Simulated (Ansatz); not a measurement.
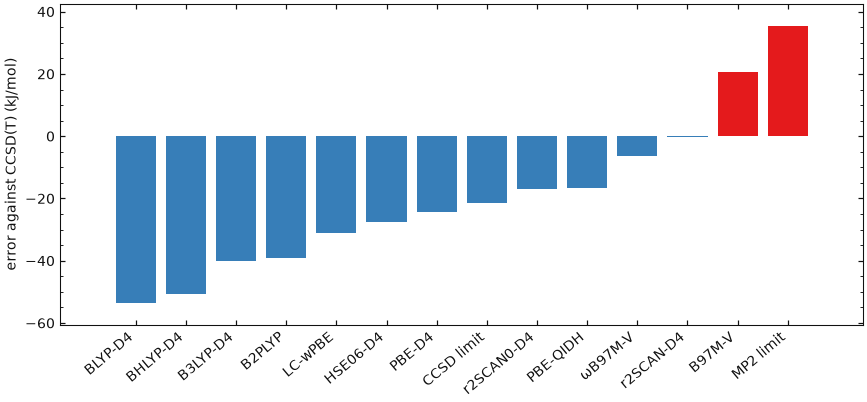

Error in the electronic atomisation energy (method less reference, so positive means overbinding) of AlHCl₂, SMILES [Cl][AlH][Cl], singlet: functionals in def2-TZVPP against frozen-core CCSD(T) at the limit (scheme: direct), which gives 1185.7 kJ/mol, at a PBE0-D4/def2-TZVP geometry (a minimum by its frequencies), no zero-point or spin-orbit term, the Ansatz code. The reference leaves out core correlation, a term that grows with the number of heavy atoms. B2PLYP and PBE-QIDH hold a correlation term that converges slowly with the basis, so part of the distance to the limit is basis error. No dispersion term is added to B2PLYP, LC-wPBE and PBE-QIDH. Limit means the basis limit.

Which of these levels overbind, and which underbind?

Answer. Overbind: B97M-V and MP2 limit. Underbind: BLYP-D4, BHLYP-D4, B3LYP-D4, B2PLYP, LC-wPBE, HSE06-D4, PBE-D4, CCSD limit, r2SCAN0-D4 and PBE-QIDH. Within 15 kJ/mol of zero, too close to call in view of what the reference leaves out: ωB97M-V and r2SCAN-D4.

What range do the values span?

Answer. From −53.5 kJ/mol (BLYP-D4) to 35.5 kJ/mol (MP2 limit).
